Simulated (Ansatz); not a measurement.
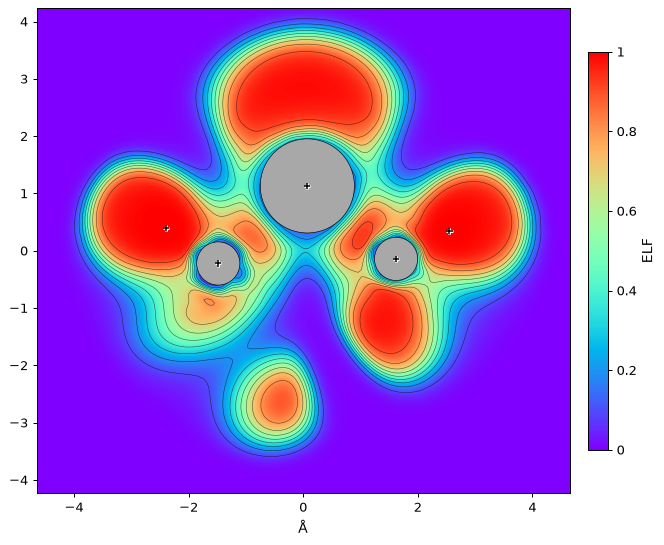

The electron localisation function on a plane through atoms (crosses mark nuclei in the plane; grey discs cover the cores).

The calculation used isolated molecule in a Gaussian basis; Kohn-Sham density functional theory, functional PBE0 (Ansatz 0.2.0).

Candidates:
A. F6Te (SMILES F[Te](F)(F)(F)(F)F)
B. FHLiOSi (SMILES [Li][O][SiH+]F) (charge +1)
C. C2H7BGe (SMILES B[CH2][Ge][CH3])

Q: Which system is this?

A: Candidate C: C2H7BGe on the plane of atoms Ge4, C1 and H7, which holds C, Ge and H. C–Ge (2.01 Å): the ELF peaks at about 0.90 in the valence shell of C, 0.7 Å from its nucleus, and is about 0.70 at the midpoint. C–H (1.10 Å): the ELF climbs to about 1 towards the hydrogen, as it does in any bond to H; an ordinary covalent bond to hydrogen.
